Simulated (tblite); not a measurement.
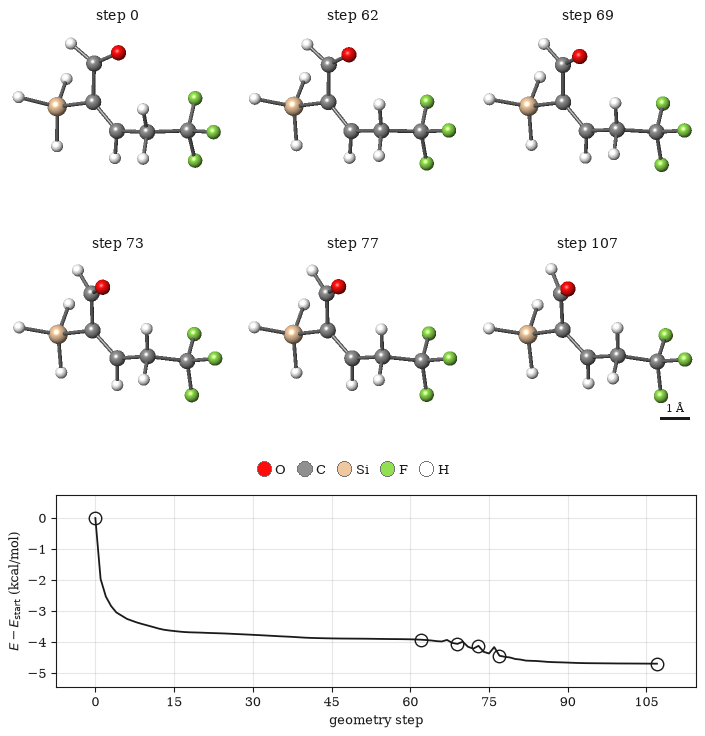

Frames of a relaxation of C5H7F3OSi, marked on the history of the run. Style: ball-and-stick. Shown at a tilt.

Computed with GFN2-xTB geometry optimisation, gas phase in tblite. 

### What happens along the run?

The O atom moves most after the best rigid fit: 0.95 Å. Largest moves by element: O 0.95 Å, F 0.45 Å, H 0.42 Å, C 0.21 Å, Si 0.05 Å. Near-neighbour distances that change, for instance: C–Si 1.841 → 1.899 Å, H–Si 1.501 → 1.463 Å, C–C 1.491 → 1.466 Å, C–C 1.520 → 1.498 Å. Bond angles that change, for instance: H–C–H 105.3° → 108.8°, C–C–C 113.6° → 110.2°, C–C–C 129.6° → 126.2°. Groups turn about C–C by about 40°. Over 107 geometry steps the energy falls by 4.69 kcal/mol. The run took 1.4 s on 1 thread of Arm Neoverse N1, with other jobs on the host. From step 0 to 62: the O atom moves most (0.29 Å), energy −3.92 kcal/mol. From step 62 to 69: the O atom moves most (0.20 Å), energy −0.13 kcal/mol. From step 69 to 73: the O atom moves most (0.30 Å), energy −0.06 kcal/mol. From step 73 to 77: the O atom moves most (0.05 Å), energy −0.32 kcal/mol. From step 77 to 107: the O atom moves most (0.23 Å), energy −0.26 kcal/mol.

| step | E − E(0), kcal/mol |
| --- | --- |
| 0 | 0.00 |
| 1 | -1.96 |
| 2 | -2.53 |
| 3 | -2.84 |
| 4 | -3.04 |
| 5 | -3.14 |
| 6 | -3.25 |
| 7 | -3.31 |
| 8 | -3.37 |
| 9 | -3.42 |
| 10 | -3.46 |
| 15 | -3.64 |
| 20 | -3.69 |
| 25 | -3.72 |
| 30 | -3.76 |
| 36 | -3.82 |
| 41 | -3.86 |
| 46 | -3.88 |
| 51 | -3.89 |
| 56 | -3.90 |
| 61 | -3.91 |
| 66 | -3.98 |
| 71 | -4.15 |
| 76 | -4.16 |
| 81 | -4.56 |
| 87 | -4.64 |
| 92 | -4.67 |
| 97 | -4.68 |
| 102 | -4.69 |
| 107 | -4.69 |
